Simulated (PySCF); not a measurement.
SMILES [CH3][Al]([CH3])[CH2]C[SiH2]Cl (C4H12AlClSi), singlet at its GFN2-xTB optimised geometry (Å):

```
19

Si     0.2816    -0.0471     0.0000
Cl     2.3087    -0.0471     0.0000
C     -0.3636    -0.9546    -1.5366
C     -1.9056    -0.9489    -1.6142
Al    -2.5214    -2.0035    -3.2162
C     -4.3869    -1.7794    -3.8765
C     -1.2375    -3.2513    -4.0938
H     -0.1594    -0.7189     1.2228
H     -0.1544     1.3498     0.0000
H     -0.0083    -1.9899    -1.5427
H      0.0406    -0.4973    -2.4451
H     -2.2612     0.0900    -1.6443
H     -2.3087    -1.3498    -0.6739
H     -5.0128    -1.2167    -3.1752
H     -4.8803    -2.7432    -4.0406
H     -4.4361    -1.2487    -4.8336
H     -0.2974    -2.7776    -4.3950
H     -0.9588    -4.0964    -3.4548
H     -1.6779    -3.6813    -5.0003
```

Computed with B3LYP/def2-SVP in PySCF 2.14.0. Cells within 0.4 Å of a nucleus heavier than hydrogen are left out (blank, or x).

Map of the deformation density (molecule minus spherical neutral atoms) (e/bohr³) on the plane z = 0.0 Å:

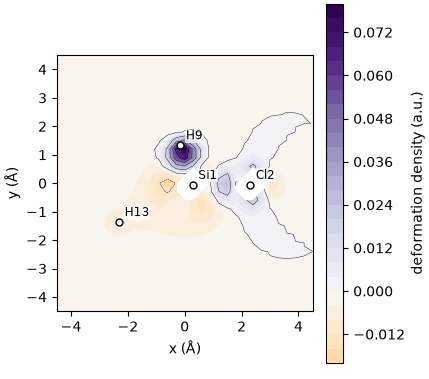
Figure: Deformation density (molecule minus spherical neutral atoms) (e/bohr³) on the plane z = 0.0 Å.
